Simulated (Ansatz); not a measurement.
# Nudged elastic band, with input and output: SnH5F

System: SnH5F.
Method: RKS PBE-D4/def2-TZVP (Ansatz 0.2.0).

It belongs to a series of runs on one base structure; here: band between the two ends. Figures and captions count atoms from 1; the log counts them from 0 in places.

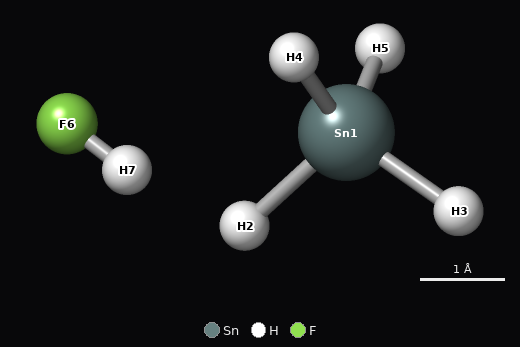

Figure 1. The input geometry (ball-and-stick view, seen at a tilt; atoms are numbered from 1 in the order of the input). Sticks mark near contacts. Bond lengths as drawn: F–H 0.94 Å and H–Sn 1.71 to 1.74 Å.

### Input file
```yaml
crystal:
  periodic: [false, false, false]
  atoms:
    - { symbol: Sn, position_ang: [0.240292, 3.8e-05, -0.215944] }
    - { symbol: H, position_ang: [-0.109099, 0.00012, 1.4849] }
    - { symbol: H, position_ang: [1.947417, -9.7e-05, -0.361908] }
    - { symbol: H, position_ang: [-0.435128, 1.414956, -0.899595] }
    - { symbol: H, position_ang: [-0.435418, -1.414799, -0.899471] }
    - { symbol: F, position_ang: [-2.646382, -0.00025, 1.929404] }
    - { symbol: H, position_ang: [-1.702982, 3.2e-05, 1.891914] }
basis:
  gaussian: { orbitals: def2-TZVP }
hamiltonian:
  xc: pbe
  dispersion: d4
neb:
  order_check: false
  images: 9
  f_tol: 0.05
  max_iterations: 60
  final_atoms:
    - { symbol: Sn, position_ang: [-0.28209547, -1.799e-05, -0.75503273] }
    - { symbol: H, position_ang: [-0.387791, 4.061e-05, 3.43499858] }
    - { symbol: H, position_ang: [1.14101792, -4.02e-05, 0.20072767] }
    - { symbol: H, position_ang: [-0.51200717, 1.43715397, -1.66147774] }
    - { symbol: H, position_ang: [-0.51206044, -1.43719103, -1.66146276] }
    - { symbol: F, position_ang: [-1.74698049, 1.69e-05, 0.53906164] }
    - { symbol: H, position_ang: [-0.84138337, 3.774e-05, 2.83248535] }
  initial_path:
    images:
      - { positions_ang: [[0.240292, 3.8e-05, -0.215944], [-0.109099, 0.00012, 1.4849], [1.947417, -9.7e-05, -0.361908], [-0.435128, 1.414956, -0.899595], [-0.435418, -1.414799, -0.899471], [-2.646382, -0.00025, 1.929404], [-1.702982, 3.2e-05, 1.891914]] }
      - { positions_ang: [[0.19564427, 2.782e-05, -0.1689413], [-0.10129224, 0.00010233, 1.6093706], [1.89404934, -8.558e-05, -0.38781292], [-0.50361622, 1.4159212, -0.83847926], [-0.50385377, -1.4158028, -0.83836817], [-2.53090094, -0.000196, 1.66689039], [-1.59133042, 3.302e-05, 1.88664067]] }
      - { positions_ang: [[0.15099653, 1.763e-05, -0.12193861], [-0.09348549, 8.467e-05, 1.7338412], [1.84068167, -7.415e-05, -0.41371785], [-0.57210444, 1.4168864, -0.77736353], [-0.57228955, -1.4168066, -0.77726534], [-2.41541989, -0.000142, 1.40437678], [-1.47967884, 3.405e-05, 1.88136734]] }
      - { positions_ang: [[0.1063488, 7.45e-06, -0.07493591], [-0.08567873, 6.7e-05, 1.85831179], [1.78731401, -6.273e-05, -0.43962277], [-0.64059266, 1.41785161, -0.71624779], [-0.64072532, -1.41781039, -0.71616251], [-2.29993883, -8.8e-05, 1.14186317], [-1.36802726, 3.507e-05, 1.87609401]] }
      - { positions_ang: [[0.06170106, -2.74e-06, -0.02793321], [-0.07787198, 4.933e-05, 1.98278239], [1.73394635, -5.13e-05, -0.4655277], [-0.70908088, 1.41881681, -0.65513205], [-0.7091611, -1.41881419, -0.65505968], [-2.18445778, -3.4e-05, 0.87934956], [-1.25637568, 3.609e-05, 1.87082068]] }
      - { positions_ang: [[0.01705333, -1.292e-05, 0.01906948], [-0.07006522, 3.167e-05, 2.10725299], [1.68057868, -3.988e-05, -0.49143262], [-0.7775691, 1.41978201, -0.59401632], [-0.77759687, -1.41981799, -0.59395685], [-2.06897672, 2.0e-05, 0.61683595], [-1.1447241, 3.711e-05, 1.86554735]] }
      - { positions_ang: [[-0.04277643, -1.393e-05, -0.13575096], [-0.13361038, 3.345e-05, 2.37280211], [1.57266653, -3.995e-05, -0.35300056], [-0.72445671, 1.4232564, -0.8075086], [-0.72448958, -1.4232926, -0.80745803], [-2.00457747, 1.938e-05, 0.60128109], [-1.08405596, 3.724e-05, 2.05893495]] }
      - { positions_ang: [[-0.10260619, -1.495e-05, -0.2905714], [-0.19715553, 3.524e-05, 2.63835123], [1.46475438, -4.001e-05, -0.21456851], [-0.67134433, 1.4267308, -1.02100089], [-0.6713823, -1.4267672, -1.02095921], [-1.94017823, 1.876e-05, 0.58572623], [-1.02338781, 3.736e-05, 2.25232255]] }
      - { positions_ang: [[-0.16243595, -1.596e-05, -0.44539184], [-0.26070069, 3.703e-05, 2.90390034], [1.35684223, -4.007e-05, -0.07613645], [-0.61823194, 1.43020519, -1.23449317], [-0.61827501, -1.43024181, -1.2344604], [-1.87577898, 1.814e-05, 0.57017137], [-0.96271966, 3.749e-05, 2.44571015]] }
      - { positions_ang: [[-0.22226571, -1.698e-05, -0.60021228], [-0.32424584, 3.882e-05, 3.16944946], [1.24893008, -4.014e-05, 0.06229561], [-0.56511955, 1.43367958, -1.44798546], [-0.56516772, -1.43371642, -1.44796158], [-1.81137973, 1.752e-05, 0.5546165], [-0.90205152, 3.762e-05, 2.63909775]] }
      - { positions_ang: [[-0.28209547, -1.799e-05, -0.75503273], [-0.387791, 4.061e-05, 3.43499858], [1.14101792, -4.02e-05, 0.20072767], [-0.51200717, 1.43715397, -1.66147774], [-0.51206044, -1.43719103, -1.66146276], [-1.74698049, 1.69e-05, 0.53906164], [-0.84138337, 3.774e-05, 2.83248535]] }
```

Machine: 4 threads of AMD EPYC (Zen 5), 32 GiB of memory available, shared host.

Command:
```bash
ansatz run input.yaml --threads 4 --pin off --max-ram 5120MiB --backend cpu --events-out ev --progress --plain --runs-dir out
```

### What the program printed
```
Engine: ansatz 0.2.0, x86_64-unknown-linux-gnu
Functional definition: PBE
  parameter kappa = 0.804
  parameter beta = 0.06672455060314922
  exchange = pbe_x(kappa = kappa, mu = beta*pi^2/3)
  correlation = pbe_c(beta = beta)
764 factors; their error is unknown
mean field evaluation 1: about -8624.9511 eV, gradient 3.7e1 eV
mean field evaluation 2: about -8620.4398 eV, gradient 7.0e1 eV
mean field evaluation 4: about -8627.2066 eV, gradient 1.6e0 eV
mean field evaluation 8: about -8627.2039 eV, gradient 2.1e-2 eV
mean field -8627.20386589 eV, -317.0438943425 hartree, gradient 3.0e-5 eV, S^2 0.000000; 0 other end points of the search recorded, 0 dependent functions left out
the calculation of the forces begins
reference -8627.20391427 eV, -317.0438961207 hartree; 18, 18 occupied and 93, 93 virtual orbitals, 764 factors
764 factors; their error is unknown
mean field evaluation 16: about -8624.3497 eV, gradient 4.4e1 eV
mean field -8627.53201051 eV, -317.0559534350 hartree, gradient 5.6e-6 eV, S^2 0.000000; 0 other end points of the search recorded, 0 dependent functions left out
[... from here on the field's lines of each further geometry are left out, up to the last ...]
NEB iter   1: max|band force component| = 3.898e0 eV/Å  barrier→ = 2.3889 eV  barrier← = 2.7184 eV  Δτ_max = 0.2000 Å  (284 SCF iters)
NEB iter   2: max|band force component| = 2.074e0 eV/Å  barrier→ = 1.4323 eV  barrier← = 1.7618 eV  Δτ_max = 0.2000 Å  (301 SCF iters)
NEB iter   3: max|band force component| = 1.370e0 eV/Å  barrier→ = 1.0360 eV  barrier← = 1.3655 eV  Δτ_max = 0.2000 Å  (263 SCF iters)
NEB iter   4: max|band force component| = 4.317e0 eV/Å  barrier→ = 0.9940 eV  barrier← = 1.3235 eV  Δτ_max = 0.1034 Å  (264 SCF iters)
NEB iter   5: max|band force component| = 8.752e-1 eV/Å  barrier→ = 0.9965 eV  barrier← = 1.3260 eV  Δτ_max = 0.1309 Å  (254 SCF iters)
NEB iter   6: max|band force component| = 5.547e-1 eV/Å  barrier→ = 1.0203 eV  barrier← = 1.3499 eV  Δτ_max = 0.0393 Å  (251 SCF iters)
NEB iter   7: max|band force component| = 2.716e-1 eV/Å  barrier→ = 1.0130 eV  barrier← = 1.3426 eV  CI = image 4  Δτ_max = 0.0473 Å  (262 SCF iters)
NEB iter   8: max|band force component| = 1.250e-1 eV/Å  barrier→ = 1.0082 eV  barrier← = 1.3377 eV  CI = image 4  Δτ_max = 0.0858 Å  (262 SCF iters)
NEB iter   9: max|band force component| = 8.009e-2 eV/Å  barrier→ = 1.0080 eV  barrier← = 1.3375 eV  CI = image 4  Δτ_max = 0.2000 Å  (230 SCF iters)
NEB iter  10: max|band force component| = 1.639e0 eV/Å  barrier→ = 1.0080 eV  barrier← = 1.3375 eV  CI = image 4  Δτ_max = 0.1011 Å  (209 SCF iters)
NEB iter  11: max|band force component| = 1.360e0 eV/Å  barrier→ = 1.0080 eV  barrier← = 1.3375 eV  CI = image 4  Δτ_max = 0.1046 Å  (188 SCF iters)
NEB iter  12: max|band force component| = 2.656e-1 eV/Å  barrier→ = 1.0080 eV  barrier← = 1.3375 eV  CI = image 4  Δτ_max = 0.1167 Å  (184 SCF iters)
NEB iter  13: max|band force component| = 8.094e-2 eV/Å  barrier→ = 1.0080 eV  barrier← = 1.3375 eV  CI = image 4  Δτ_max = 0.0791 Å  (177 SCF iters)
NEB iter  14: max|band force component| = 2.373e-1 eV/Å  barrier→ = 1.0080 eV  barrier← = 1.3375 eV  CI = image 4  Δτ_max = 0.0399 Å  (174 SCF iters)
NEB iter  15: max|band force component| = 1.751e-1 eV/Å  barrier→ = 1.0080 eV  barrier← = 1.3375 eV  CI = image 4  Δτ_max = 0.0333 Å  (169 SCF iters)
NEB iter  16: max|band force component| = 7.486e-2 eV/Å  barrier→ = 1.0080 eV  barrier← = 1.3375 eV  CI = image 4  Δτ_max = 0.0388 Å  (158 SCF iters)
the calculation of the forces begins
reference -8627.52314345 eV, -317.0556275766 hartree; 18, 18 occupied and 93, 93 virtual orbitals, 764 factors
764 factors; their error is unknown
mean field evaluation 1184: about -8626.1820 eV, gradient 3.0e-4 eV
mean field -8626.18203504 eV, -317.0063427515 hartree, gradient 5.1e-5 eV, S^2 0.000000; 1 other end points of the search recorded, 0 dependent functions left out
the calculation of the forces begins
reference -8626.18208302 eV, -317.0063445147 hartree; 18, 18 occupied and 93, 93 virtual orbitals, 764 factors
NEB iter  17: max|band force component| = 4.472e-2 eV/Å  barrier→ = 1.0080 eV  barrier← = 1.3375 eV  CI = image 4  Δτ_max = 0.0000 Å  (390 SCF iters)
```

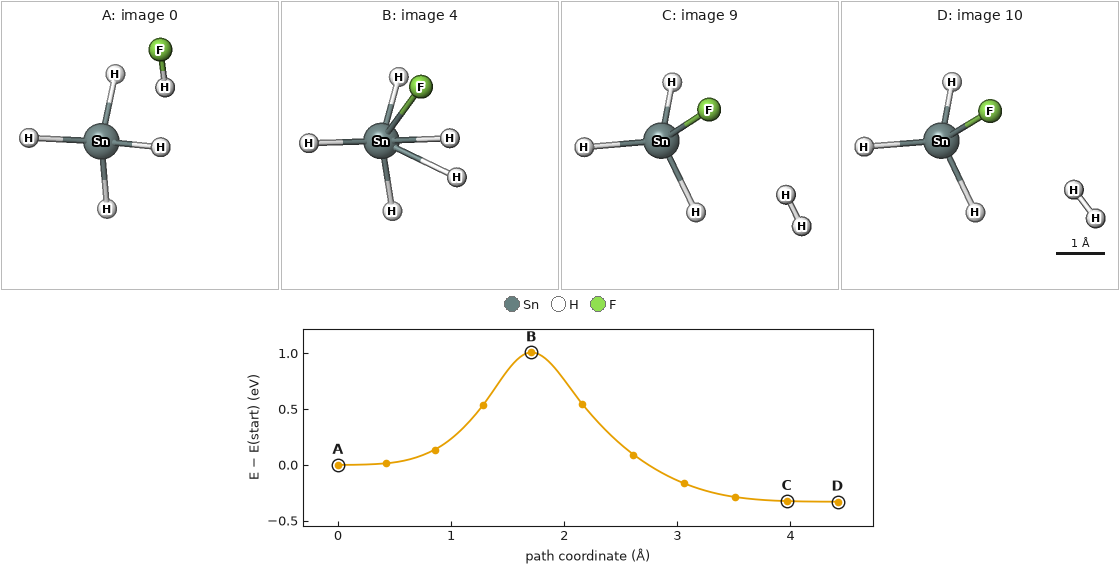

Figure 2. Images of the last band (counted from 0; ball-and-stick, seen at a tilt) above the energy along the path; the line is a cubic interpolation that uses the forces. The highest image is number 4, 1.008 eV above the start and 1.338 eV above the end (the climbing image); the end lies 0.330 eV below the start. The path is 4.42 Å long. The band converged in 17 iterations.

```
Total energy: -8626.26967561 eV, -317.0095634832 hartree
Atom 0 at    -0.183957    -0.000013    -0.148364 Å, force    -0.000001    -0.000003    -0.000001 eV/Å
Atom 1 at    -0.056153     0.000020     1.897317 Å, force    -0.000001     0.000003     0.000001 eV/Å
Atom 2 at     1.541681    -0.000027     0.000382 Å, force    -0.000001     0.000000     0.000000 eV/Å
Atom 3 at    -0.693974     1.470170    -0.854264 Å, force     0.000000    -0.000000     0.000001 eV/Å
Atom 4 at    -0.694004    -1.470210    -0.854211 Å, force     0.000000     0.000001    -0.000000 eV/Å
Atom 5 at    -2.047433     0.000030     1.096397 Å, force    -0.000001     0.000004    -0.000002 eV/Å
Atom 6 at    -1.007460     0.000030     1.792043 Å, force     0.000003    -0.000006     0.000001 eV/Å
Dipole moment:     0.392078    -0.000009    -0.243555 e Å
this run last wrote the band of iteration 17 to [file]
```

### The last band as extended XYZ (Å, eV, eV/Å)
```
7
Properties=species:S:1:pos:R:3:forces:R:3 image=0 energy=-8627.27761
Sn    0.2403    0.0000   -0.2159   -0.0003   0.0000   0.0011
H    -0.1091    0.0001    1.4849   -0.0003   0.0001  -0.0009
H     1.9474   -0.0001   -0.3619   -0.0001   0.0000   0.0003
H    -0.4351    1.4150   -0.8996    0.0003  -0.0002  -0.0008
H    -0.4354   -1.4148   -0.8995    0.0003   0.0002  -0.0008
F    -2.6464   -0.0003    1.9294   -0.0009   0.0001   0.0008
H    -1.7030    0.0000    1.8919    0.0010  -0.0001   0.0003
7
Properties=species:S:1:pos:R:3:forces:R:3 image=1 energy=-8627.26319
Sn    0.1966   -0.0001   -0.1506    0.0297  -0.0092   0.0089
H    -0.0102   -0.0030    1.5803   -0.0135   0.0098  -0.0363
H     1.8913   -0.0012   -0.3929    0.0318   0.0011  -0.0390
H    -0.5279    1.4153   -0.7784    0.0189   0.0056  -0.0023
H    -0.5302   -1.4142   -0.7783    0.0210  -0.0028  -0.0052
F    -2.5473   -0.0111    1.6449   -0.0052   0.0108   0.0430
H    -1.6136    0.0143    1.8043   -0.0826  -0.0154   0.0307
7
Properties=species:S:1:pos:R:3:forces:R:3 image=2 energy=-8627.14120
Sn    0.0950    0.0000   -0.1141    0.1726   0.0006  -0.0044
H     0.0057    0.0003    1.6466    0.0237  -0.0008  -0.1293
H     1.7958   -0.0001   -0.2630    0.1739  -0.0001  -0.2085
H    -0.6206    1.4152   -0.7593    0.0698  -0.0274   0.0619
H    -0.6206   -1.4152   -0.7593    0.0697   0.0274   0.0623
F    -2.3434    0.0005    1.4123   -0.2733  -0.0009   0.1871
H    -1.4532   -0.0008    1.7662   -0.2365   0.0013   0.0310
7
Properties=species:S:1:pos:R:3:forces:R:3 image=3 energy=-8626.74163
Sn   -0.0410    0.0000   -0.1113    0.4601   0.0000   0.1188
H    -0.0073    0.0000    1.7462    0.1606   0.0000  -0.4881
H     1.6623    0.0000   -0.0998    0.3883   0.0000  -0.3266
H    -0.6744    1.4370   -0.8084    0.0610  -0.1073   0.1485
H    -0.6744   -1.4370   -0.8084    0.0610   0.1073   0.1485
F    -2.1460    0.0000    1.2647   -0.3178   0.0001   0.5454
H    -1.2605    0.0000    1.7463   -0.8133   0.0000  -0.1465
7
Properties=species:S:1:pos:R:3:forces:R:3 image=4 energy=-8626.26963
Sn   -0.1840    0.0000   -0.1484    0.0000   0.0000   0.0000
H    -0.0562    0.0000    1.8973    0.0000   0.0000   0.0000
H     1.5417    0.0000    0.0004    0.0000   0.0000   0.0000
H    -0.6940    1.4702   -0.8543    0.0000   0.0000   0.0000
H    -0.6940   -1.4702   -0.8542    0.0000   0.0000   0.0000
F    -2.0474    0.0000    1.0964    0.0000   0.0000   0.0000
H    -1.0075    0.0000    1.7920    0.0000   0.0000   0.0000
7
Properties=species:S:1:pos:R:3:forces:R:3 image=5 energy=-8626.73413
Sn   -0.3101    0.0000   -0.2317   -0.3668   0.0000  -0.2417
H    -0.0249    0.0000    2.0663    0.0978   0.0000   0.4853
H     1.4109    0.0000    0.0965   -0.3793   0.0000   0.2669
H    -0.6934    1.5000   -0.9368   -0.0048   0.0861  -0.2368
H    -0.6934   -1.5001   -0.9368   -0.0048  -0.0861  -0.2368
F    -2.0198    0.0000    0.9016    0.0833   0.0000  -0.5535
H    -0.8106    0.0000    1.9702    0.5747   0.0000   0.5166
7
Properties=species:S:1:pos:R:3:forces:R:3 image=6 energy=-8627.18450
Sn   -0.3514    0.0000   -0.3502   -0.1080   0.0000  -0.2096
H    -0.0136    0.0000    2.2830    0.1164   0.0000   0.3440
H     1.2693    0.0000    0.2644   -0.2570   0.0000   0.1750
H    -0.6439    1.5066   -1.0934    0.0039   0.0111  -0.2525
H    -0.6440   -1.5066   -1.0934    0.0039  -0.0111  -0.2525
F    -1.9934    0.0000    0.7604    0.0715   0.0000  -0.1465
H    -0.7644    0.0000    2.1585    0.1693   0.0000   0.3420
7
Properties=species:S:1:pos:R:3:forces:R:3 image=7 energy=-8627.44396
Sn   -0.3606    0.0000   -0.4607   -0.0286   0.0000  -0.1033
H    -0.0212    0.0000    2.5264    0.0424   0.0000   0.2104
H     1.1370    0.0000    0.3854   -0.1236   0.0000   0.0645
H    -0.5939    1.4839   -1.2762    0.0055  -0.0206  -0.1614
H    -0.5940   -1.4840   -1.2761    0.0055   0.0206  -0.1614
F    -1.9541    0.0000    0.6849    0.0441   0.0000  -0.0278
H    -0.7545    0.0000    2.3456    0.0547   0.0000   0.1790
7
Properties=species:S:1:pos:R:3:forces:R:3 image=8 energy=-8627.56563
Sn   -0.3520    0.0000   -0.5637   -0.0054   0.0000  -0.0357
H    -0.0697    0.0000    2.8238    0.0037   0.0000   0.0965
H     1.0445    0.0000    0.4310   -0.0313   0.0000   0.0004
H    -0.5406    1.4538   -1.4489    0.0019  -0.0102  -0.0571
H    -0.5407   -1.4539   -1.4488    0.0019   0.0102  -0.0571
F    -1.9194    0.0000    0.6074    0.0140   0.0000  -0.0119
H    -0.7634    0.0000    2.5286    0.0152   0.0000   0.0649
7
Properties=species:S:1:pos:R:3:forces:R:3 image=9 energy=-8627.60172
Sn   -0.3261    0.0000   -0.6669    0.0002   0.0000  -0.0074
H    -0.1915    0.0000    3.1605   -0.0045   0.0000   0.0230
H     1.0419    0.0000    0.3650   -0.0001   0.0000  -0.0071
H    -0.5061    1.4399   -1.5795   -0.0007  -0.0010  -0.0090
H    -0.5062   -1.4399   -1.5794   -0.0007   0.0010  -0.0090
F    -1.8687    0.0000    0.5340    0.0038   0.0000  -0.0027
H    -0.7847    0.0000    2.6956    0.0020   0.0000   0.0123
7
Properties=species:S:1:pos:R:3:forces:R:3 image=10 energy=-8627.60714
Sn   -0.2821    0.0000   -0.7550    0.0035   0.0000  -0.0013
H    -0.3878    0.0000    3.4350   -0.0106   0.0000  -0.0120
H     1.1410    0.0000    0.2007   -0.0033   0.0000  -0.0010
H    -0.5120    1.4372   -1.6615   -0.0020   0.0002   0.0026
H    -0.5121   -1.4372   -1.6615   -0.0020  -0.0002   0.0026
F    -1.7470    0.0000    0.5391    0.0046   0.0000  -0.0040
H    -0.8414    0.0000    2.8325    0.0098   0.0000   0.0131
```

### Key numbers

| quantity | value |
| --- | --- |
| outcome | converged |
| barrier, forward | 1.008 eV |
| barrier, backward | 1.337 eV |
| wall time | 45 s (CPU time 2.5 min) |
| peak memory | 0.19 GiB |

### Remarks

The order of the saddle point was not checked.
